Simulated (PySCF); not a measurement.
# ROCCSD(T)/STO-3G run of N2H3 (SMILES [NH]N)

What is the energy change on altering one bond length of N2H3 at ROCCSD(T)/STO-3G? The job is set up through a Python script.

The results are computed with PySCF 2.14.0.

8 further runs of the same task are left out: 8 set aside as unsound or not needed.

## Step 1: The structure to begin with

N2H3: 5 atoms, total charge 0, spin state doublet. As SMILES, `[NH]N`. The coordinates come from a GFN2-xTB relaxation. This is one conformer, not always the lowest.

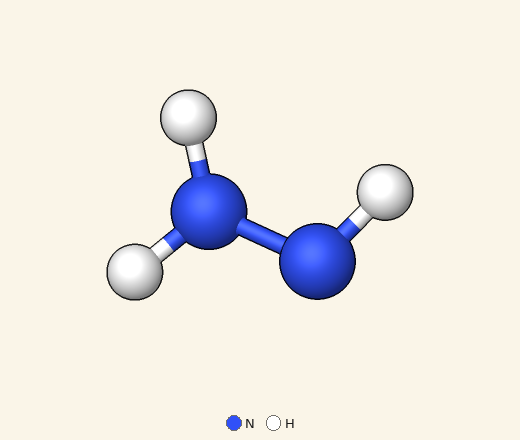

Viewed from a chosen angle; nitrogen blue, hydrogen white.

## Step 2: The energy at ROCCSD(T)/STO-3G

run.py

```python
from pyscf import gto, scf, cc

molecule = gto.Mole()
molecule.atom = [
    ('N', (-0.174970, -0.805480, 0.447260)),
    ('N', (-0.126270, 0.251970, -0.365880)),
    ('H', (0.751750, -0.989150, 0.831090)),
    ('H', (-1.043070, 0.577800, -0.638700)),
    ('H', (0.592550, 0.964850, -0.273770)),
]
molecule.verbose = 3
molecule.max_memory = 1860
molecule.basis = 'sto-3g'
molecule.spin = 1
molecule.build()

calc0 = scf.ROHF(molecule)
calc0.conv_tol = 1e-10
calc0.kernel()
if not calc0.converged:
    calc0 = calc0.newton().run(calc0.mo_coeff, calc0.mo_occ)

mycc = cc.CCSD(calc0, frozen=2)
mycc.kernel()
e_t = mycc.ccsd_t()
e_tot = mycc.e_tot + e_t
print('Final energy', e_tot)
```

Started as:

```console
$ OMP_NUM_THREADS=1 python run.py
```

The program printed:

```text
converged SCF energy = -109.140286565576

WARN: RCCSD method does not support ROHF method. ROHF object is converted to UHF object and UCCSD method is called.

E(UCCSD) = -109.2464200582275  E_corr = -0.1061334926519356
UCCSD(T) correction = -0.000930165629371844
Final energy -109.24735022385684
```

It took 0.74 s on 1 thread of Arm Neoverse V2, shared host; peak memory 0.12 GiB.

## Step 3: The distorted shape at the same level

input.py

```python
from pyscf import gto, scf, cc

molecule = gto.M(
    atom='''
N   -0.360325  -0.768744   0.370490
N   -0.311625   0.288706  -0.442650
H    0.751750  -0.989150   0.831090
H   -1.228425   0.614536  -0.715470
H    0.407195   1.001586  -0.350540
''',
    max_memory=1860,
    basis='sto-3g',
    spin=1,
    charge=0,
    verbose=4,
)

mf = scf.ROHF(molecule)
mf.conv_tol = 1e-10
mf.kernel()
if not mf.converged:
    mf = mf.newton().run(mf.mo_coeff, mf.mo_occ)

mycc = cc.CCSD(mf, frozen=2)
mycc.kernel()
e_t = mycc.ccsd_t()
e_final = mycc.e_tot + e_t
print('E(%s) = %.9f' % ('CCSD(T)', e_final))
```

Started as:

```console
$ OMP_NUM_THREADS=1 python input.py
```

The program printed:

```text
PySCF version 2.14.0

[INPUT] num. atoms = 5
[INPUT] num. electrons = 17
[INPUT] charge = 0
[INPUT] spin (= nelec alpha-beta = 2S) = 1
[INPUT] symmetry False subgroup None
[INPUT] Mole.unit = angstrom
[INPUT] Symbol           X                Y                Z      unit          X                Y                Z       unit  Magmom
[INPUT]  1 N     -0.360325000000  -0.768744000000   0.370490000000 AA   -0.680915565834  -1.452715619903   0.700124631890 Bohr   0.0
[INPUT]  2 N     -0.311625000000   0.288706000000  -0.442650000000 AA   -0.588885903568   0.545575270519  -0.836487269039 Bohr   0.0
[INPUT]  3 H      0.751750000000  -0.989150000000   0.831090000000 AA    1.420601614142  -1.869222596114   1.570532484865 Bohr   0.0
[INPUT]  4 H     -1.228425000000   0.614536000000  -0.715470000000 AA   -2.321386814569   1.161304733686  -1.352042350343 Bohr   0.0
[INPUT]  5 H      0.407195000000   1.001586000000  -0.350540000000 AA    0.769487029292   1.892723230199  -0.662424595705 Bohr   0.0

nuclear repulsion = 35.9292639735425
number of shells = 9
number of NR pGTOs = 39
number of NR cGTOs = 13
basis = sto-3g
ecp = {}

******** <class 'pyscf.scf.rohf.ROHF'> ********
method = ROHF
initial guess = minao
damping factor = 0
level_shift factor = 0
DIIS = <class 'pyscf.scf.diis.CDIIS'>
diis_start_cycle = 1
diis_space = 8
diis_damp = 0
SCF conv_tol = 1e-10
SCF conv_tol_grad = None
SCF max_cycles = 50
direct_scf = True
direct_scf_tol = 1e-13
num. doubly occ = 8  num. singly occ = 1
Set gradient conv threshold to 1e-05
init E= -109.08709829968
  HOMO = 0.000358897803188429  LUMO = 0.344751076792424  gap/eV = 9.37139
cycle= 1 E= -109.074748150884  delta_E= 0.0124  |g|= 0.258  |ddm|= 2.01
  HOMO = 0.0934301607327068  LUMO = 0.523804926828711  gap/eV = 11.71109
cycle= 2 E= -109.111753941681  delta_E= -0.037  |g|= 0.143  |ddm|= 0.405
  HOMO = 0.0353215708006145  LUMO = 0.490828420154336  gap/eV = 12.39497
cycle= 3 E= -109.118314862056  delta_E= -0.00656  |g|= 0.0409  |ddm|= 0.12
  HOMO = 0.0242935786003852  LUMO = 0.479299868370687  gap/eV = 12.38135
cycle= 4 E= -109.120520897787  delta_E= -0.00221  |g|= 0.0244  |ddm|= 0.0949
  HOMO = 0.0185190557008651  LUMO = 0.473182829678401  gap/eV = 12.37203
cycle= 5 E= -109.120990590045  delta_E= -0.00047  |g|= 0.00282  |ddm|= 0.0602
  HOMO = 0.0172501330018622  LUMO = 0.47408998478897  gap/eV = 12.43125
cycle= 6 E= -109.120995675988  delta_E= -5.09e-06  |g|= 0.000675  |ddm|= 0.0058
  HOMO = 0.0176283724214679  LUMO = 0.473951892498425  gap/eV = 12.41720
cycle= 7 E= -109.120996929676  delta_E= -1.25e-06  |g|= 0.0002  |ddm|= 0.00373
  HOMO = 0.0175527207866389  LUMO = 0.473986382084135  gap/eV = 12.42019
cycle= 8 E= -109.120997063114  delta_E= -1.33e-07  |g|= 6.44e-05  |ddm|= 0.00101
  HOMO = 0.0175561711447265  LUMO = 0.473978074875453  gap/eV = 12.41987
cycle= 9 E= -109.120997083826  delta_E= -2.07e-08  |g|= 1.15e-05  |ddm|= 0.00054
  HOMO = 0.0175571224739026  LUMO = 0.473977747599906  gap/eV = 12.41984
cycle= 10 E= -109.120997084139  delta_E= -3.13e-10  |g|= 3.39e-06  |ddm|= 5.86e-05
  HOMO = 0.0175573539708695  LUMO = 0.473976806295177  gap/eV = 12.41981
cycle= 11 E= -109.120997084161  delta_E= -2.16e-11  |g|= 6.19e-07  |ddm|= 1.71e-05
  HOMO = 0.0175571790707022  LUMO = 0.473976915304484  gap/eV = 12.41981
Extra cycle  E= -109.120997084161  delta_E= -6.82e-13  |g|= 4.48e-07  |ddm|= 1.6e-06
converged SCF energy = -109.120997084161

WARN: RCCSD method does not support ROHF method. ROHF object is converted to UHF object and UCCSD method is called.

******** <class 'pyscf.cc.uccsd.UCCSD'> ********
CC2 = 0
CCSD nocc = (np.int64(7), np.int64(6)), nmo = (11, 11)
frozen orbitals 2
max_cycle = 50
direct = 0
conv_tol = 1e-07
conv_tol_normt = 1e-06
diis_space = 6
diis_start_cycle = 0
diis_start_energy_diff = 1e+09
Init t2, MP2 energy = -0.0844010330437207
Init E_corr(UCCSD) = -0.0854565829257682
cycle = 1  E_corr(UCCSD) = -0.105791114414338  dE = -0.0203345315  norm(t1,t2) = 0.064683
cycle = 2  E_corr(UCCSD) = -0.11296009768221  dE = -0.00716898327  norm(t1,t2) = 0.030839
cycle = 3  E_corr(UCCSD) = -0.11889161816918  dE = -0.00593152049  norm(t1,t2) = 0.0173735
cycle = 4  E_corr(UCCSD) = -0.118753310798998  dE = 0.00013830737  norm(t1,t2) = 0.00495837
cycle = 5  E_corr(UCCSD) = -0.118764422925197  dE = -1.11121262e-05  norm(t1,t2) = 0.00131378
cycle = 6  E_corr(UCCSD) = -0.118777491962829  dE = -1.30690376e-05  norm(t1,t2) = 0.000591158
cycle = 7  E_corr(UCCSD) = -0.118771512806583  dE = 5.97915625e-06  norm(t1,t2) = 0.000274977
cycle = 8  E_corr(UCCSD) = -0.11877855909296  dE = -7.04628638e-06  norm(t1,t2) = 9.4854e-05
cycle = 9  E_corr(UCCSD) = -0.118782257588672  dE = -3.69849571e-06  norm(t1,t2) = 4.37521e-05
cycle = 10  E_corr(UCCSD) = -0.118781304402315  dE = 9.53186357e-07  norm(t1,t2) = 1.47923e-05
cycle = 11  E_corr(UCCSD) = -0.118780481272271  dE = 8.23130044e-07  norm(t1,t2) = 5.81214e-06
cycle = 12  E_corr(UCCSD) = -0.118780433068177  dE = 4.82040945e-08  norm(t1,t2) = 2.23464e-06
cycle = 13  E_corr(UCCSD) = -0.118780522688049  dE = -8.96198726e-08  norm(t1,t2) = 1.00694e-06
cycle = 14  E_corr(UCCSD) = -0.118780553157061  dE = -3.04690121e-08  norm(t1,t2) = 3.10646e-07
UCCSD converged
E(UCCSD) = -109.2397776373185  E_corr = -0.1187805531570614
UCCSD(T) correction = -0.00107043139072303
E(CCSD(T)) = -109.240848069
```

Run time: 0.7 s. Hardware: 1 thread of Arm Neoverse V2, shared host; peak memory 0.12 GiB.

## Step 4: Summary of results

At ROCCSD(T)/STO-3G, 2 core orbitals frozen:

| quantity | value |
| --- | --- |
| first shape: total energy | -109.24735 Eh |
| first shape: dipole moment (Hartree–Fock density) | 2.13 D |
| first shape: correlation energy (2 core orbitals frozen) | -107.1 mEh |
| first shape: (T) correction | -0.93 mEh |
| first shape: ⟨S²⟩ of the reference determinant | 0.750 |
| first shape: T1 diagnostic | 0.019 |
| distorted shape: total energy | -109.24085 Eh |
| distorted shape: dipole moment (Hartree–Fock density) | 2.09 D |
| distorted shape: correlation energy (2 core orbitals frozen) | -119.9 mEh |
| distorted shape: (T) correction | -1.07 mEh |
| distorted shape: ⟨S²⟩ of the reference determinant | 0.750 |
| distorted shape: T1 diagnostic | 0.020 |
| energy change with the N1–H3 bond stretched from 1.020 to 1.224 Å | 0.177 eV |

**Reading.** With the N1–H3 bond stretched from 1.020 to 1.224 Å the energy rises by 0.18 eV (4.1 kcal/mol). The first shape isn't relaxed at this level, so the change isn't measured from a minimum. The minimal basis adds a large error of its own. Mulliken charges (first shape) of the mean-field density run from -0.35 on N2 to +0.20 on H4. The triples (first shape) make up 0.9 % of the correlation energy. The triples (distorted shape) make up 0.9 % of the correlation energy.
